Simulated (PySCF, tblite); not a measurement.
# C3H9BN2S: geometry, infrared bands and NMR shifts

Wanted: the infrared bands and NMR shifts of C3H9BN2S (`NB(N)[C@@H]1C[C@H]1S`), by calculation.

Programs: tblite 0.8.0 and PySCF 2.14.0, with density-fitted response routines of our own. Each step states its level of theory. These are calculated values for one molecule in the gas phase, unless marked as measured. Atoms count from 0, in the outputs and in this text.

## 1. The starting structure

16 atoms, charge 0, multiplicity 1; geometry from: force field or distance geometry start.

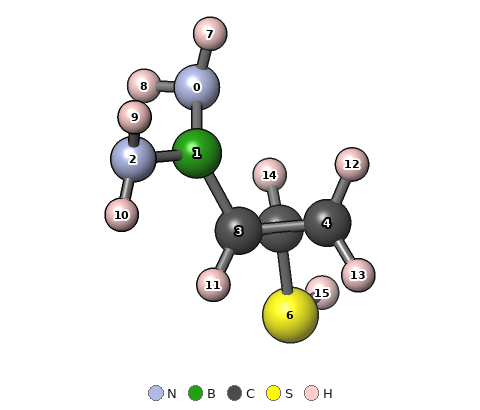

As it starts; nitrogen light blue, boron green, carbon dark grey, sulfur yellow, hydrogen pink, atoms numbered.

## 2. Optimising the geometry with GFN2-xTB

Job settings and geometry (Å):

```
{"job": {"kind": "relax", "xc": "GFN2-xTB", "basis": "xTB"}, "charge": 0, "multiplicity": 1}
N     -0.984000     1.340300     0.970800
B     -1.182800     0.133700     0.048200
N     -2.441700    -0.007300    -0.736000
C      0.166400    -0.489400    -0.538500
C      0.971100    -1.263600     0.516000
C      1.458700     0.063800    -0.034900
S      2.940300     0.044000    -1.065800
H     -1.590900     1.286100     1.829500
H     -1.132600     2.235600     0.444500
H     -3.287200    -0.249900    -0.174700
H     -2.352500    -0.538300    -1.625100
H      0.085800    -0.904400    -1.554200
H      0.605200    -1.221100     1.568400
H      1.439000    -2.188000     0.128100
H      1.359900     0.978100     0.600600
H      3.937700     0.789600    -0.388300
```

Started as:

```console
OMP_NUM_THREADS=1 python probes_run.py task.json out
```

This one command runs all jobs of the session in turn.

Log:

```text
step      E/eV     max force
  0    -579.31005    2.613
  1    -579.67076    1.815
  2    -579.96450    0.963
  3    -580.01435    0.658
  4    -580.10127    0.613
  5    -580.13858    0.726
  6    -580.19800    0.639
  7    -580.23690    0.613
  8    -580.27552    0.534
  9    -580.30822    0.427
 10    -580.34301    0.435
 11    -580.36920    0.355
 12    -580.38830    0.471
 13    -580.40945    0.421
 14    -580.43718    0.443
 15    -580.48911    0.450
 16    -580.51950    0.522
 17    -580.54794    0.478
 18    -580.57059    0.581
 19    -580.59280    0.495
 20    -580.62466    0.565
 21    -580.64597    0.454
 22    -580.68494    0.783
 23    -580.72372    0.684
 24    -580.75272    1.216
 25    -580.80978    0.561
 26    -580.85071    0.409
 27    -580.88135    0.344
 28    -580.89910    0.391
 29    -580.90661    0.706
 30    -580.92144    0.284
 31    -580.93001    0.219
 32    -580.94018    0.230
 33    -580.94680    0.165
 34    -580.95011    0.146
 35    -580.95196    0.106
 36    -580.95355    0.089
 37    -580.95502    0.090
 38    -580.95616    0.085
 39    -580.95713    0.083
 40    -580.95811    0.083
 41    -580.95917    0.086
 42    -580.96021    0.091
 43    -580.96114    0.067
 44    -580.96194    0.065
 45    -580.96264    0.072
 46    -580.96331    0.086
 47    -580.96404    0.091
 48    -580.96481    0.064
 49    -580.96548    0.056
 50    -580.96601    0.056
 51    -580.96663    0.087
 52    -580.96757    0.106
 53    -580.96890    0.100
 54    -580.97026    0.090
 55    -580.97129    0.080
 56    -580.97193    0.116
 57    -580.97260    0.074
 58    -580.97331    0.062
 59    -580.97407    0.060
 60    -580.97435    0.064
 61    -580.97476    0.044
 62    -580.97505    0.037
 63    -580.97526    0.034
 64    -580.97540    0.037
 65    -580.97557    0.039
 66    -580.97592    0.046
 67    -580.97636    0.051
 68    -580.97676    0.050
 69    -580.97707    0.046
 70    -580.97736    0.045
 71    -580.97772    0.048
 72    -580.97806    0.043
 73    -580.97829    0.030
 74    -580.97843    0.030
 75    -580.97856    0.026
 76    -580.97873    0.029
 77    -580.97890    0.032
 78    -580.97907    0.030
 79    -580.97921    0.032
 80    -580.97933    0.030
 81    -580.97948    0.032
 82    -580.97963    0.031
 83    -580.97982    0.048
 84    -580.98009    0.057
 85    -580.98043    0.047
 86    -580.98074    0.039
 87    -580.98093    0.035
 88    -580.98102    0.026
 89    -580.98110    0.022
 90    -580.98120    0.023
 91    -580.98132    0.025
 92    -580.98144    0.028
 93    -580.98155    0.021
 94    -580.98162    0.018
 95    -580.98168    0.019
 96    -580.98175    0.025
 97    -580.98183    0.031
 98    -580.98193    0.025
 99    -580.98206    0.026
100    -580.98223    0.037
101    -580.98251    0.051
102    -580.98300    0.071
103    -580.98371    0.079
104    -580.98451    0.078
105    -580.98523    0.066
106    -580.98597    0.117
107    -580.98690    0.099
108    -580.98844    0.129
109    -580.98991    0.128
110    -580.99080    0.045
111    -580.99121    0.077
112    -580.99141    0.042
113    -580.99160    0.032
114    -580.99198    0.046
115    -580.99232    0.048
116    -580.99266    0.044
117    -580.99301    0.046
118    -580.99343    0.054
119    -580.99383    0.042
120    -580.99419    0.049
121    -580.99453    0.046
122    -580.99510    0.052
123    -580.99573    0.061
124    -580.99672    0.066
125    -580.99740    0.050
126    -580.99779    0.055
127    -580.99800    0.041
128    -580.99822    0.044
129    -580.99859    0.047
130    -580.99909    0.045
131    -580.99956    0.047
132    -580.99977    0.035
133    -580.99996    0.025
134    -581.00009    0.065
135    -581.00017    0.026
136    -581.00022    0.029
137    -581.00028    0.012
138    -581.00030    0.013
139    -581.00032    0.009
```

Run time: 1.4 s. Hardware: 1 thread of Arm Neoverse N1, shared host; peak memory 0.18 GiB.

Along the way: (not every step is listed)

```
step  energy from step 0 (eV)  largest force (eV/Å)
   0                   0.0000                2.6127
   1                  -0.3607                1.8151
   2                  -0.6544                0.9629
   3                  -0.7043                0.6580
   4                  -0.7912                0.6127
   5                  -0.8285                0.7264
   6                  -0.8879                0.6386
   7                  -0.9268                0.6135
   8                  -0.9655                0.5342
  20                  -1.3146                0.5649
  32                  -1.6301                0.2299
  44                  -1.6519                0.0650
  56                  -1.6619                0.1159
  68                  -1.6667                0.0503
  80                  -1.6693                0.0304
  92                  -1.6714                0.0279
 104                  -1.6745                0.0780
 116                  -1.6826                0.0439
 128                  -1.6882                0.0443
 134                  -1.6900                0.0650
 135                  -1.6901                0.0265
 136                  -1.6902                0.0292
 137                  -1.6902                0.0120
 138                  -1.6902                0.0132
 139                  -1.6903                0.0091
```

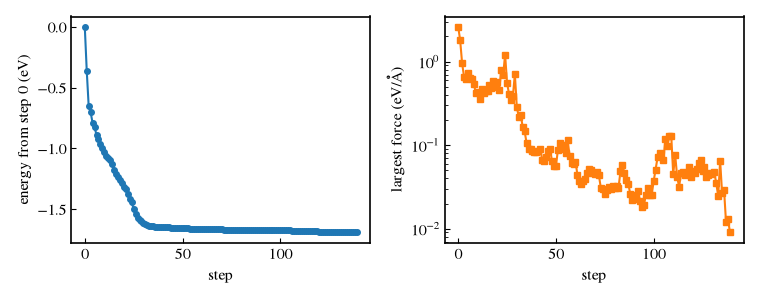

Energy and force, step by step.

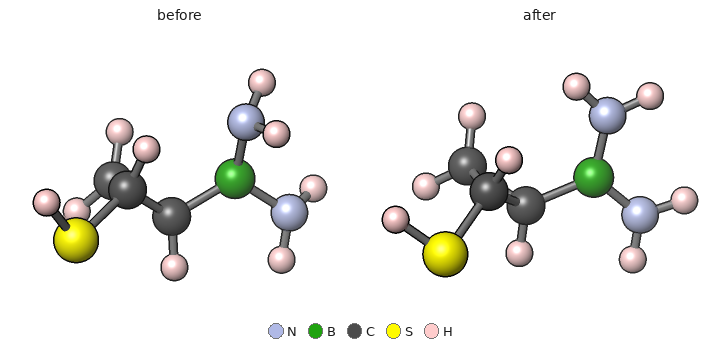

Before and after, at one scale.

Close pairs (by a distance rule), those that changed most:

```
  bond  before (Å)  after (Å)  change (Å)
 N0–B1       1.532      1.404      -0.128
 B1–N2       1.490      1.402      -0.087
S6–H15       1.418      1.334      -0.083
 N0–H7       1.053      1.004      -0.049
 N0–H8       1.049      1.003      -0.046
 N2–H9       1.043      1.004      -0.039
N2–H10       1.039      1.003      -0.036
C5–H14       1.118      1.082      -0.036
```

The end geometry stands in the next job.

## 3. Vibrational analysis with GFN2-xTB

Job settings and geometry (Å):

```
{"job": {"kind": "ir", "xc": "GFN2-xTB", "basis": "xTB"}, "charge": 0, "multiplicity": 1}
N     -1.366504     0.997837     1.101766
B     -1.238323     0.172669    -0.026566
N     -2.346493    -0.067810    -0.851722
C      0.145767    -0.498277    -0.387777
C      1.143604    -0.914439     0.663701
C      1.438295     0.252618    -0.215130
S      2.702390     0.090680    -1.493103
H     -2.227512     1.443665     1.362378
H     -0.611257     1.207250     1.727688
H     -3.255278     0.328532    -0.692232
H     -2.303357    -0.637159    -1.676374
H      0.135210    -1.147879    -1.257150
H      0.915333    -0.723248     1.702400
H      1.704757    -1.823106     0.500132
H      1.408572     1.253578     0.193925
H      3.747198     0.074033    -0.663348
```

Log:

```text
mode    cm-1     km/mol
  1      42.9      1.81
  2     113.5      2.16
  3     140.1     23.78
  4     158.0     13.26
  5     242.8      2.03
  6     315.7      1.31
  7     337.2      1.03
  8     361.3      1.69
  9     419.2      0.35
 10     464.6    383.13
 11     469.5     25.36
 12     503.5      1.52
 13     524.6     33.33
 14     690.5      4.63
 15     713.3      0.53
 16     809.0      4.00
 17     821.5      5.22
 18     884.8     34.67
 19     908.1      1.63
 20     964.7      0.74
 21     978.7      6.95
 22    1012.1      5.19
 23    1059.6      5.12
 24    1068.8      0.56
 25    1113.9      1.20
 26    1213.9     53.60
 27    1238.9     31.20
 28    1272.0    118.66
 29    1373.7    112.92
 30    1396.7    199.66
 31    1460.9     14.87
 32    1541.7    212.24
 33    1544.2     61.48
 34    2402.8    150.91
 35    3029.4     13.72
 36    3036.2     34.10
 37    3072.1     29.37
 38    3084.3     38.32
 39    3516.4      1.36
 40    3519.9      1.71
 41    3558.4      0.12
 42    3563.2      6.19
```

Wall time 0.77 s (1 thread of Arm Neoverse N1, shared host); peak memory 0.18 GiB.

Which atoms move in the most intense modes:

```
cm⁻¹  km/mol                                atoms
 465   383.1           H7 37 %, H10 27 %, H9 12 %
1214    53.6                             H14 65 %
1272   118.7                     B1 40 %, C5 15 %
1374   112.9            C3 29 %, B1 23 %, C5 14 %
1397   199.7                              B1 48 %
1542   212.2           H9 29 %, H10 28 %, N2 14 %
1544    61.5  H8 32 %, H7 31 %, N0 11 %, H10 11 %
2403   150.9                             H15 97 %
```

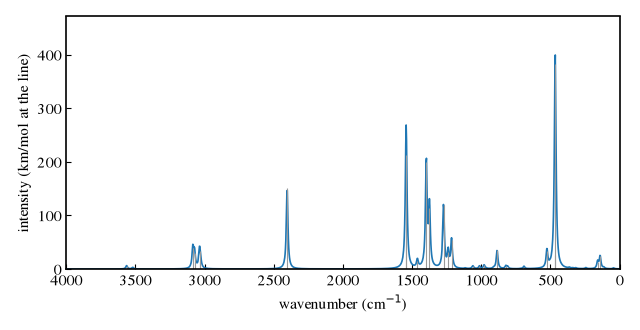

The infrared spectrum from these modes, unscaled. Lines are broadened to a width of 14 cm⁻¹ (Lorentzian).

## 4. NMR shieldings: PBE0/pcSseg-1

Same as in step 3 but for these lines:

```diff
@@ -1,2 +1,2 @@
-{"job": {"kind": "ir", "xc": "GFN2-xTB", "basis": "xTB"}, "charge": 0, "multiplicity": 1}
+{"job": {"kind": "nmr", "xc": "PBE0", "basis": "pcSseg-1"}, "charge": 0, "multiplicity": 1}
 N     -1.366504     0.997837     1.101766
```

Method: GIAO PBE0/pcSseg-1 NMR shielding, non-relativistic, gas phase.

Log:

```text
coarse grid: 13672 points
cycle   1  E = -651.7451421340  dE =  9.721e-01  |g| = 5.644e-01  |ddm| = 3.531e+00
cycle   2  E = -651.7241347698  dE =  2.101e-02  |g| = 6.648e-01  |ddm| = 1.017e+00
cycle   3  E = -651.8232179076  dE = -9.908e-02  |g| = 4.354e-02  |ddm| = 5.589e-01
cycle   4  E = -651.8236045094  dE = -3.866e-04  |g| = 2.007e-02  |ddm| = 6.383e-02
cycle   5  E = -651.8236945603  dE = -9.005e-05  |g| = 2.926e-03  |ddm| = 2.052e-02
cycle   6  E = -651.8236958764  dE = -1.316e-06  |g| = 1.640e-03  |ddm| = 4.867e-03
final grid: 126912 points
cycle   7  E = -651.8591370521  dE = -3.686e-05  |g| = 1.130e-02  |ddm| = 3.180e-02
cycle   8  E = -651.8591171034  dE =  1.995e-05  |g| = 1.454e-02  |ddm| = 2.248e-02
cycle   9  E = -651.8591668424  dE = -4.974e-05  |g| = 7.892e-04  |ddm| = 1.339e-02
cycle  10  E = -651.8591669771  dE = -1.347e-07  |g| = 3.003e-04  |ddm| = 1.090e-03
cycle  11  E = -651.8591669977  dE = -2.058e-08  |g| = 4.536e-05  |ddm| = 2.542e-04
cycle  12  E = -651.8591669981  dE = -4.093e-10  |g| = 1.355e-05  |ddm| = 5.071e-05
converged SCF energy = -651.8591669981

GIAO shielding tensors (ppm)
atom      isotropic    diamagn.    paramagn.     s11        s22        s33       span
  0 N      211.823     317.440    -105.616    165.475    217.674    252.321     86.845
  1 B       73.241     191.526    -118.284     51.612     56.423    111.690     60.078
  2 N      201.244     315.391    -114.147    151.106    201.928    250.699     99.594
  3 C      175.035     251.028     -75.993    135.656    171.445    218.006     82.350
  4 C      167.814     253.251     -85.437    133.870    164.122    205.449     71.580
  5 C      168.314     252.745     -84.432    139.000    153.293    212.649     73.649
  6 S      542.118    1054.834    -512.716    354.534    473.900    797.921    443.388
  7 H       29.855      30.736      -0.881     23.318     26.522     39.727     16.409
  8 H       30.293      33.294      -3.001     22.888     31.090     36.900     14.012
  9 H       29.581      30.025      -0.444     23.275     26.173     39.296     16.021
 10 H       29.154      31.293      -2.139     22.902     27.579     36.980     14.079
 11 H       31.743      33.097      -1.354     24.527     31.372     39.331     14.804
 12 H       31.074      33.013      -1.940     24.950     28.777     39.494     14.544
 13 H       31.123      32.065      -0.942     25.147     28.392     39.830     14.683
 14 H       29.850      33.038      -3.188     20.812     30.114     38.625     17.813
 15 H       29.235      29.253      -0.018     21.403     27.180     39.121     17.719
```

It took 53 s on 1 thread of Arm Neoverse N1, shared host; peak memory 0.77 GiB.

Shifts follow as δ = σ(reference) − σ, with reference shieldings (ppm) from runs at the same level and on the same kind of geometry: ¹H TMS 31.72, ¹³C TMS 186.9, ¹⁵N NH3 267.7, ¹¹B BF3·OEt2 100.1, ³³S CS2 504. The references are single molecules in the gas phase, so shifts against H2O, NH3, PH3, H3PO4 or CFCl3 are not on the usual liquid scales and can be off by tens of ppm. Atoms listed in one row are averaged.

```
          atoms                               environment  σ (ppm)  δ (ppm)  δ scaled to CDCl3
             C4                three-membered-ring carbon    167.8     19.1               16.7
             C5                three-membered-ring carbon    168.3     18.6               11.8
             C3                three-membered-ring carbon    175.0     11.9                9.7
            H15                hydrogen on a thiol sulfur    29.23     2.48                  –
H7, H8, H9, H10        hydrogen on a nitrogen bonded to B    29.72     2.00                  –
            H14  hydrogen on a three-membered-ring carbon    29.85     1.87               1.87
            H12  hydrogen on a three-membered-ring carbon    31.07     0.64               0.71
            H13  hydrogen on a three-membered-ring carbon    31.12     0.59               0.67
            H11  hydrogen on a three-membered-ring carbon    31.74    -0.03               0.08
         N0, N2                 nitrogen bonded to B, 2 H    206.5     61.2                  –
             B1                    boron bonded to C, 2 N     73.2     26.8                  –
             S6                              thiol sulfur      542      -38                  –
```

The scaled column applies a straight-line fit of computed shieldings to shifts measured in CDCl3, with any fitted terms for Cl, Br or S neighbours (root-mean-square error 0.16 ppm for H, 1.9 ppm for C).

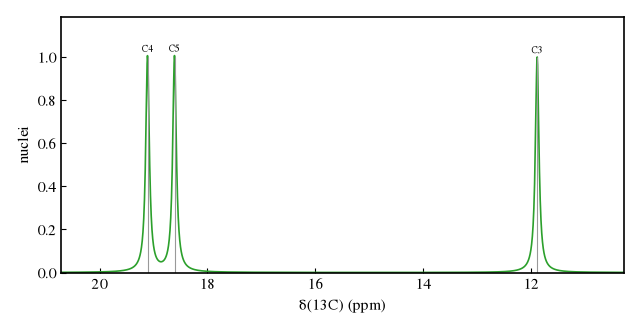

¹³C lines at the computed shifts, without couplings. Lines are broadened to a width of 0.08 ppm (Lorentzian).

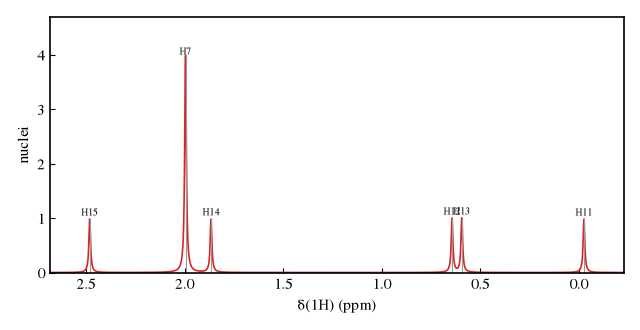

¹H lines at the computed shifts, without couplings. Lines are broadened to a width of 0.01 ppm (Lorentzian).

The run also stored atomic charges by several schemes (e):

```
 atoms  Mulliken    IAO  Hirshfeld  ESP fit
N0, N2     -0.48  -0.59      -0.27    -1.12
    B1      0.56   0.29       0.16     0.73
    C3     -0.38  -0.26      -0.11    -0.14
    C4     -0.14  -0.28      -0.10    -0.49
    C5     -0.37  -0.21      -0.05     0.06
    S6     -0.08  -0.06      -0.06    -0.35
```

Mulliken charges:

N0 -0.48; B1 0.56; N2 -0.47; C3 -0.38; C4 -0.14; C5 -0.37; S6 -0.08; H7 0.18; H8 0.18; H9 0.18; H10 0.19; H11 0.13; H12 0.12; H13 0.13; H14 0.15; H15 0.13

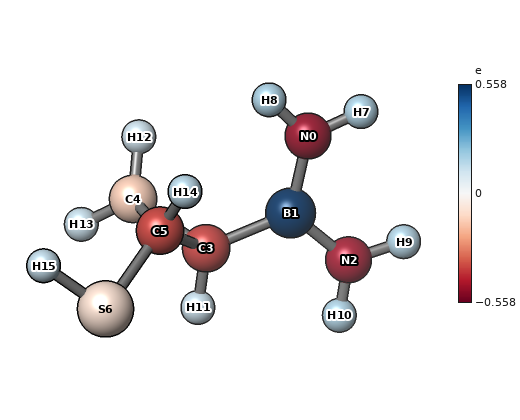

Mulliken charges, as colours on the atoms.

Mayer bond orders: N0–B1 1.22, B1–N2 1.24, B1–C3 0.88, C3–C4 0.96, C4–C5 0.92, C5–S6 1.05, C5–C3 0.91.

Ring of atoms C3, C4, C5: NICS(0) -45.1, NICS(1) -8.7, NICS(1)zz -24.4 ppm (means of both faces).

The two faces differ (NICS(1)zz -21.9 and -26.9 ppm).

In rings of three or four atoms NICS is ruled by the nearby σ bonds, so it says little on aromaticity.

Orbitals, density, ELF and potential are computed afterwards from the orbital file.

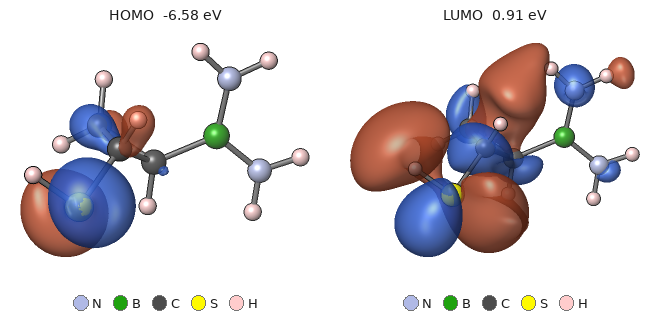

PBE0/pcSseg-1 orbitals near the gap, drawn at the value that encloses 70 % of each; the two colours are the two signs.

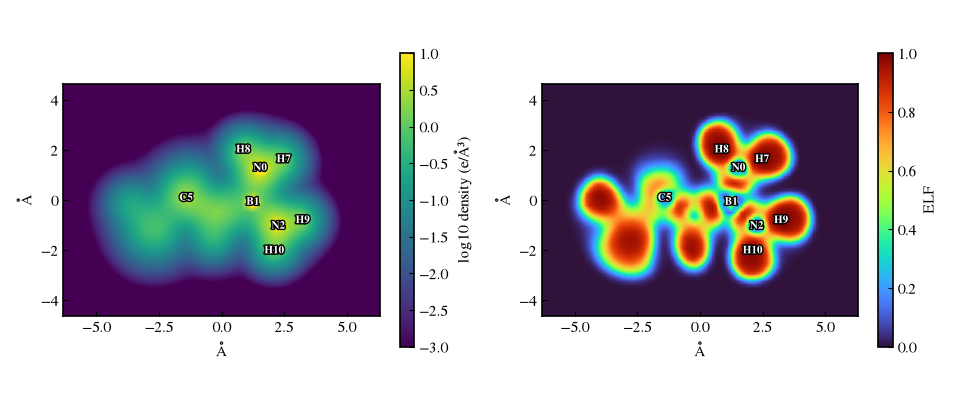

Density (left) and ELF (right) in a plane through or near 8 of the atoms.

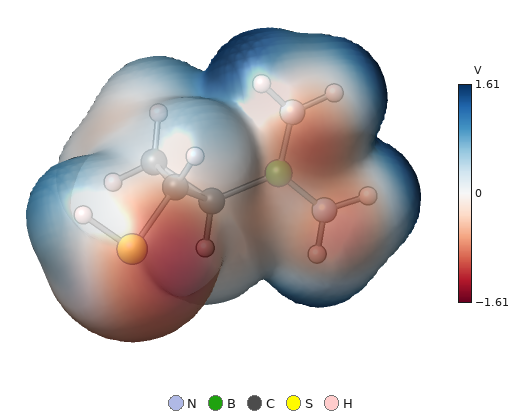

The potential that a unit positive charge feels on the 0.002 e/bohr³ surface, from -1.17 V near S6 to 1.61 V near H7.

## 5. Summary of results

| quantity | value |
| --- | --- |
| strongest single infrared mode (GFN2-xTB) | 465 cm⁻¹, 383 km/mol |
| zero-point energy (GFN2-xTB) | 78.5 kcal/mol |
| ¹³C shifts against TMS (PBE0/pcSseg-1) | 19.1, 18.6, 11.9 ppm |
| ¹H shifts against TMS (PBE0/pcSseg-1, means over atoms taken as alike) | 2.48, 2.00, 1.87, 0.64, 0.59, -0.03 ppm |
| ¹⁵N shifts against NH3 (PBE0/pcSseg-1, means over atoms taken as alike) | 61.2 ppm |
| ¹¹B shifts against BF3·OEt2 (PBE0/pcSseg-1) | 26.8 ppm |
| ³³S shifts against CS2 (PBE0/pcSseg-1) | -38 ppm |
| surface potential, least and greatest | -1.17 V and 1.61 V |

**Reading.** Relaxing lowered the energy by 1.690 eV in 139 steps; the close pair that moved most is N0–B1, from 1.532 to 1.404 Å. All 42 modes are real, so the xTB geometry is a minimum. The strongest single mode, at 465 cm⁻¹, is carried by H7, H10, H9. Unscaled tight-binding wavenumbers are off by several per cent, some by more. Its intensities can rank the bands wrongly. At PBE0/pcSseg-1: The widest tensor belongs to S6: span 443 ppm, with a paramagnetic part of -513 ppm.
